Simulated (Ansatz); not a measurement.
# Tc of SrAsPt (P6_3/mmc) from its phonons

Wanted: λ, ω_log and Tc of SrAsPt (P6_3/mmc). The cell shown first is a relaxed one, from steps not shown here.

Method: DFT PBEsol, scalar-relativistic, plane waves, PAW, in Ansatz 0.2.0.

**What experiment says.**

“Multigap superconductivity in locally non-centrosymmetric SrPtAs: An As nuclear quadrupole resonance investigation” (2013, arxiv:1312.6166) reports for SrPtAs, by in situ AC susceptibility with the NMR coil (polycrystalline, solid state reaction, sample B): superconducting transition temperature (Tc from AC susceptibility at zero field) 2 K.

Most raw output is cut from this account.

## (1) The cell after earlier relaxation steps

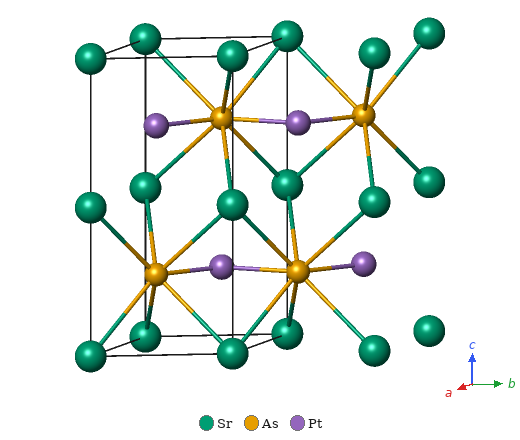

Start, viewed slightly off an axis; strontium teal, arsenic orange, platinum purple. 1×2×1 cells are drawn. Bonds to atoms that aren't drawn are left out. Some periodic images of atoms are drawn too.

Coordinates:

```cif
data_structure
_symmetry_space_group_name_H-M 'P6_3/mmc'
_symmetry_Int_Tables_number 194
_cell_length_a 4.2386
_cell_length_b 4.2386
_cell_length_c 8.9119
_cell_angle_alpha 90.000
_cell_angle_beta 90.000
_cell_angle_gamma 120.000
_cell_volume 138.66
loop_
_atom_site_label
_atom_site_type_symbol
_atom_site_symmetry_multiplicity
_atom_site_Wyckoff_symbol
_atom_site_fract_x
_atom_site_fract_y
_atom_site_fract_z
_atom_site_occupancy
Sr1 Sr 2 a 0.00000 0.00000 0.50000 1
As1 As 2 d 0.33333 0.66667 0.75000 1
Pt1 Pt 2 c 0.33333 0.66667 0.25000 1
```

## (2) Coupling and resistivity: q 3×3×1, k 9×9×3, scattering 12×12×8

The run that gives the couplings also evaluates McMillan's and Allen and Dynes's formulas and, where asked, the Eliashberg equations, over a range of μ*.

Input file input.yaml:

```yaml
crystal:
  lattice:
    - [4.2386293939, 0.0, 0.0]
    - [-2.1193146969, 3.6707607323, 0.0]
    - [0.0, 0.0, 8.9118870449]
  atoms:
    - { symbol: Sr, position: [0.0, 0.0, 0.5] }
    - { symbol: Sr, position: [0.0, 0.0, 0.0] }
    - { symbol: As, position: [0.3333333333, 0.6666666667, 0.75] }
    - { symbol: As, position: [0.6666666667, 0.3333333333, 0.25] }
    - { symbol: Pt, position: [0.3333333333, 0.6666666667, 0.25] }
    - { symbol: Pt, position: [0.6666666667, 0.3333333333, 0.75] }
kpoints:
  mp_grid: { grid: [9, 9, 3] }
hamiltonian:
  xc: pbesol
scf:
  occupations: { method: methfessel_paxton, width: 0.2 }
output:
  eigenvalues: true
phonons:
  method: dfpt
  qmesh: [3, 3, 1]
  temperatures: { t_max: 1000, t_step: 50 }
  qpath:
    path:
      - [[0.0, 0.0, 0.0], [0.5, 0.0, 0.0], [0.33333333, 0.33333333, 0.0], [0.0, 0.0, 0.0], [0.0, 0.0, 0.5], [0.5, 0.0, 0.5], [0.33333333, 0.33333333, 0.5], [0.0, 0.0, 0.5]]
      - [[0.5, 0.0, 0.5], [0.5, 0.0, 0.0]]
    npoints: 6
  electrical_resistivity:
    mesh: [12, 12, 8]
    temperatures: [20.0, 50.0, 80.0, 100.0, 150.0, 200.0, 273.0, 300.0, 400.0, 500.0, 600.0, 800.0]
  superconductivity: { mesh: [12, 12, 8] }
```

The run is started by

```sh
> ansatz run input.yaml --threads 16 --pin off --max-ram 61440MiB --backend cuda --events-out ev --progress --plain --runs-dir out
```

The job ended after 47 s (1 × NVIDIA GB200 with 16 threads of Arm Neoverse V2, shared host; peak memory 6.8 GiB; 6.1 min of CPU time).

Numbers from this step:

```yaml
volume_per_atom: 23.11 Å³/atom
metallic_on_mesh: yes
gap_on_the_k_mesh: 0 eV
zero_point_energy: 0.1284 eV/cell
share_of_imaginary_modes_in_the_plain_interpolation_between_solved_wavevectors: 0
highest_frequency_solved_or_plainly_interpolated: 235.7 cm⁻¹
debye_temperature_second_moment: 242 K
resistivity_at_300_k: 153.7 μΩ cm, mean of the axes
coupling_constant_lambda: 0.9206
density_of_states_at_the_fermi_level: 2.191 states/eV a spin and cell
log_mean_phonon_energy_omega_log: 9.098 meV
transport_coupling_constant_lambda_tr: 1.144, 1.144, 0.9281 (xx, yy, zz)
drude_plasma_energy: 5.886, 5.886, 1.624 eV (xx, yy, zz)
resistivity_times_mean_free_path: 9.5, 9.5, 65.05 × 10⁻¹⁶ Ω m² (xx, yy, zz)
second_moment_phonon_energy_omega: 10.83 meV
```

Transition temperatures:

```csv
μ*,McMillan Tc (K),Allen–Dynes Tc (K),isotropic Fermi-surface Tc (K),isotropic full bandwidth Tc (K),anisotropic Fermi-surface Tc (K),anisotropic full bandwidth Tc (K),anisotropic narrow window Tc (K)
0.08,7.13,7.58,7.28,7.27,7.6,7.59,7.58
0.1,6.43,6.8,6.45,6.44,6.78,6.77,6.77
0.12,5.75,6.05,5.66,5.66,6.01,5.99,5.99
0.13,5.41,5.69,5.29,5.28,5.63,5.62,5.62
0.14,5.09,5.33,4.92,4.91,5.27,5.26,5.26
0.16,4.45,4.65,4.23,4.22,4.59,4.58,4.58
0.2,3.27,3.39,3.01,2.99,3.36,3.35,3.35
```

## (3) Coupling and resistivity: q 3×3×2, k 9×9×4, scattering 18×18×8

The next rung changes the q mesh, which sets the reach of the force constants and couplings; the k mesh of the density and its response; the scattering mesh, which samples the Fermi surface.

input.yaml: that of step 2 with these lines changed.

```diff
@@ -13,3 +13,3 @@
 kpoints:
-  mp_grid: { grid: [9, 9, 3] }
+  mp_grid: { grid: [9, 9, 4] }
 hamiltonian:
@@ -22,3 +22,3 @@
   method: dfpt
-  qmesh: [3, 3, 1]
+  qmesh: [3, 3, 2]
   temperatures: { t_max: 1000, t_step: 50 }
@@ -30,4 +30,4 @@
   electrical_resistivity:
-    mesh: [12, 12, 8]
+    mesh: [18, 18, 8]
     temperatures: [20.0, 50.0, 80.0, 100.0, 150.0, 200.0, 273.0, 300.0, 400.0, 500.0, 600.0, 800.0]
-  superconductivity: { mesh: [12, 12, 8] }
+  superconductivity: { mesh: [18, 18, 8] }
```

It took 74 s on 1 × NVIDIA GB200 with 16 threads; peak memory 7.9 GiB.

This step gave:

```yaml
zero_point_energy: 0.1285 eV/cell
highest_frequency_solved_or_plainly_interpolated: 235.8 cm⁻¹
debye_temperature_second_moment: 243 K
resistivity_at_300_k: 149.5 μΩ cm, mean of the axes
coupling_constant_lambda: 0.8599
density_of_states_at_the_fermi_level: 2.1 states/eV a spin and cell
log_mean_phonon_energy_omega_log: 9.183 meV
transport_coupling_constant_lambda_tr: 1.094, 1.094, 0.8759 (xx, yy, zz)
drude_plasma_energy: 5.663, 5.663, 1.593 eV (xx, yy, zz)
resistivity_times_mean_free_path: 10.3, 10.3, 68.15 × 10⁻¹⁶ Ω m² (xx, yy, zz)
second_moment_phonon_energy_omega: 10.88 meV
```

Transition temperatures:

```csv
μ*,McMillan Tc (K),Allen–Dynes Tc (K),isotropic Fermi-surface Tc (K),isotropic full bandwidth Tc (K),anisotropic Fermi-surface Tc (K),anisotropic full bandwidth Tc (K),anisotropic narrow window Tc (K)
0.08,6.44,6.81,6.53,6.51,6.89,6.88,6.88
0.1,5.75,6.05,5.72,5.71,6.09,6.08,6.08
0.12,5.08,5.32,4.96,4.95,5.34,5.33,5.33
0.13,4.75,4.97,4.6,4.59,4.98,4.97,4.97
0.14,4.43,4.62,4.25,4.24,4.63,4.63,4.63
0.16,3.82,3.97,3.59,3.58,3.98,3.97,3.98
0.2,2.69,2.78,2.45,2.44,2.83,2.82,2.83
```

The Eliashberg function α²F has structure finer than the step of the table below, so its rows give means over 1 meV, whole bins alone (the curve runs from 0.114 to 29.1 meV). Peaks (meV: height): α²F 6.3: 0.578, 8.1: 1.35, 10.6: 0.900, 15.4: 0.281, 27.1: 0.861; α²F tr 6.3: 1.03, 8.1: 1.77, 10.8: 0.524, 15.4: 0.429, 27.1: 0.954.

Eliashberg function α²F against phonon energy; means over each step:

```csv
phonon energy (meV),α²F,α²F tr
1,1.6e-4,1.3e-5
2,0.00138,3.2e-4
3,0.00440,0.00166
4,0.00961,0.00504
5,0.0168,0.0121
6,0.218,0.361
7,0.389,0.553
8,1.09,1.38
9,0.408,0.518
10,0.142,0.0966
11,0.673,0.429
12,0.207,0.198
13,0.112,0.106
14,0.143,0.181
15,0.170,0.240
16,0.0834,0.120
17,0.00790,0.00868
18,0,0
19,0,0
20,0,0
21,0,0
22,0,0
23,0,0
24,0,0
25,0,0
26,0.0222,0.0456
27,0.426,0.546
28,0.110,0.181
```

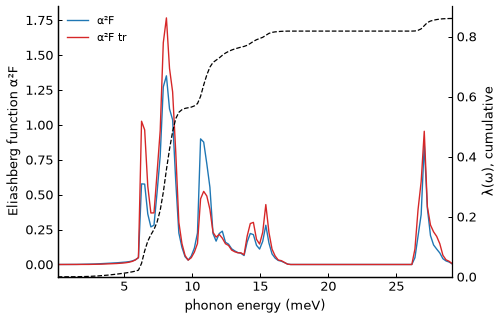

Eliashberg function α²F, plotted against phonon energy. The dashed line is the running λ.

The Eliashberg function α²F has structure finer than the step of the table below, so its rows give means over 2 meV, whole bins alone (the curve runs from 0.114 to 29.1 meV). Peaks (meV: height): α²F 6.3: 0.578, 8.1: 1.35, 10.6: 0.900, 27.1: 0.861; Sr 11.3: 0.275, 12.2: 0.174, 14.3: 0.189, 15.4: 0.214; As 8.1: 0.842, 27.1: 0.710; Pt 6.3: 0.447, 7.9: 0.610, 10.6: 0.571, 27.1: 0.134.

Table of Eliashberg function α²F by phonon energy; means over each step:

```csv
phonon energy (meV),α²F,Sr,As,Pt
2,0.00157,3.6e-4,3.3e-4,8.8e-4
4,0.00975,0.00200,0.00201,0.00573
6,0.210,0.0112,0.0561,0.143
8,0.813,0.0793,0.423,0.311
10,0.302,0.0745,0.0573,0.170
12,0.277,0.154,0.0115,0.111
14,0.132,0.105,0.0105,0.0161
16,0.0933,0.0700,0.0110,0.0123
18,2.3e-4,1.5e-4,6.8e-5,7.3e-6
20,0,0,0,0
22,0,0,0,0
24,0,0,0,0
26,0.103,0.00180,0.0900,0.0107
28,0.183,0.00322,0.150,0.0296
```

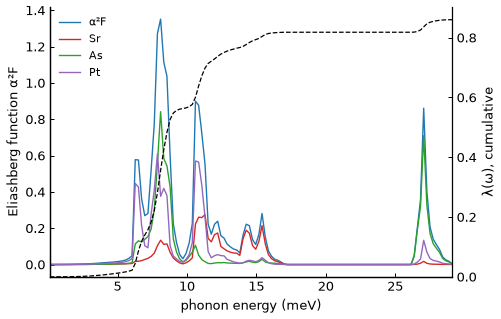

Eliashberg function α²F, plotted against phonon energy. The dashed line is the running λ.

Anisotropic full-bandwidth solution, weighted at the Fermi level. Gaps:

```csv
mu*,T (K),mean gap (meV),5 % (meV),95 % (meV),mean Z
0.1,1.52,0.949,0.837,1.27,1.84
0.1,3.04,0.908,0.802,1.22,1.84
0.1,4.56,0.739,0.655,0.981,1.84
0.1,5.48,0.503,0.447,0.663,1.85
0.13,1.24,0.759,0.661,1.04,1.84
0.13,2.49,0.725,0.632,0.99,1.84
0.13,3.73,0.587,0.515,0.796,1.85
0.13,4.48,0.399,0.351,0.536,1.85
0.16,0.994,0.593,0.51,0.831,1.85
0.16,1.99,0.565,0.487,0.79,1.85
0.16,2.98,0.457,0.395,0.632,1.85
0.16,3.58,0.309,0.269,0.425,1.86
```

Table of dTc/da2F by phonon energy:

```csv
phonon energy (meV),dTc/da2F (K/meV)
2.5,3.80
5.0,3.60
7.5,3.04
10.0,2.57
12.5,2.20
15.0,1.91
17.5,1.68
20.0,1.48
22.5,1.32
25.0,1.19
27.5,1.08
```

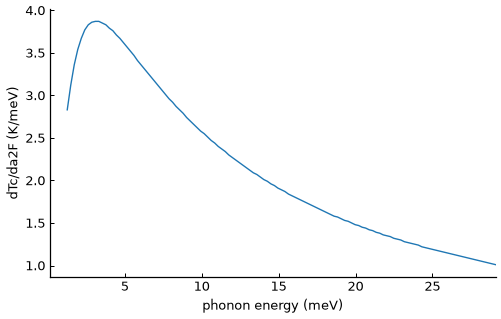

dTc/da2F against phonon energy.

Share of the Fermi-level states against lambda of a state:

```csv
lambda of a state,share of the Fermi-level states
0.657,0.006
0.720,0.279
0.783,0.438
0.846,0.0669
0.909,0.0242
0.973,0.031
1.040,0.0419
1.100,0.0266
1.160,0.0022
1.230,0.0049
1.290,0.0104
1.350,0.0101
1.410,0.004
1.480,0.0071
1.540,0.0031
1.600,0.0094
1.670,0.0092
1.730,0.0076
1.790,0.0163
1.860,0.0017
1.920,0
1.980,0
2.050,0
2.110,0
```

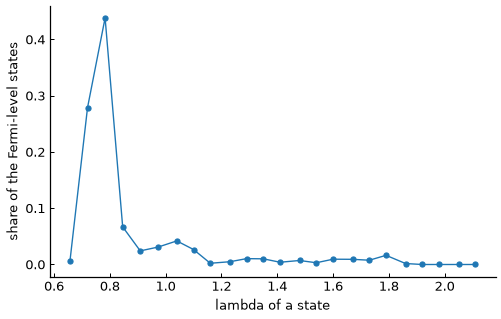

Share of the Fermi-level states, plotted against lambda of a state.

## (4) What came out

| Quantity | Value |
| --- | --- |
| meshes | q 3×3×2, k 9×9×4, scattering 18×18×8 |
| coupling constant λ | 0.860 |
| log mean phonon energy ħω_log | 9.18 meV |
| Allen–Dynes Tc at μ* = 0.1 | 6.05 K |
| Allen–Dynes Tc at μ* = 0.13 | 4.97 K |
| anisotropic Eliashberg Tc at μ* = 0.1 | 6.08 K |
| anisotropic Eliashberg Tc at μ* = 0.13 | 4.97 K |

In the last run (PBEsol, q 3×3×2, k 9×9×4, scattering 18×18×8), with λ = 0.86 and ħω_log = 9.18 meV, Tc at μ* = 0.13 is 4.8 K by McMillan's formula, 5.0 K by Allen and Dynes's and 5.0 K by the anisotropic Eliashberg equations. Raising μ* from 0.10 to 0.16 lowers the Allen–Dynes value from 6.0 to 4.0 K. The mean gap at a quarter of Tc gives 2Δ/k_B Tc = 3.54, against 3.53 in weak-coupling theory. The gap spreads from 0.66 to 1.0 meV over nine tenths of the Fermi surface. By the run's own test λ is not converged in the fine mesh: it moves by 7 % between the two finest, and by up to 39 % in the other runs. The run's transport test calls it not converged in the mesh. λ of these runs moves by 7 to 39 % between their two finest meshes, and Tc by more, so small gaps between the runs or to the measured value rank nothing. Over the runs, λ takes the values 0.921 and 0.860, in the order shown. No spin–orbit coupling, which matters for Pt. μ* is a typed number, phonons are harmonic, and spin fluctuations are left out; at μ* = 0.13 McMillan's formula turns 1 % in λ into about 2.2 % in Tc.

Calculation against experiment:

| quantity | measured | Allen–Dynes, PBEsol, q 3×3×1, fine 12×12×8 | Eliashberg, PBEsol, q 3×3×1, fine 12×12×8 | Allen–Dynes, PBEsol, q 3×3×2, fine 18×18×8 | Eliashberg, PBEsol, q 3×3×2, fine 18×18×8 |
| --- | --- | --- | --- | --- | --- |
| superconducting transition temperature (μ* = 0.13) (kelvin) | 2 | 5.69 (+184.5 %) | 5.62 (+181.0 %) | 4.97 (+148.5 %) | 4.97 (+148.5 %) |

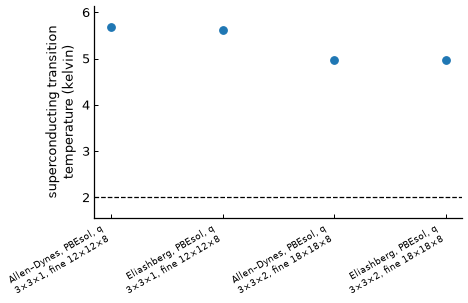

The superconducting transition temperature by level; the dashed line is the measured value.

Measured values from arxiv:1312.6166 (2013).

**Verdict.** For the superconducting transition temperature, of the levels listed nearest comes Allen–Dynes, PBEsol, q 3×3×2, fine 18×18×8 (+148.5 %, a clear miss) and farthest Allen–Dynes, PBEsol, q 3×3×1, fine 12×12×8 (+184.5 %, a clear miss). Limits of convergence are named above.

[Logs are printed without paths, hosts, clocks, repeated set-up lines and the standing remarks that a program may print on its own settings, such as how far it seeks lower states.]

[Hosts, paths, dates, database ids (printed as entryN), source tags and the programs' standing remarks are cut or masked in the printed files.]
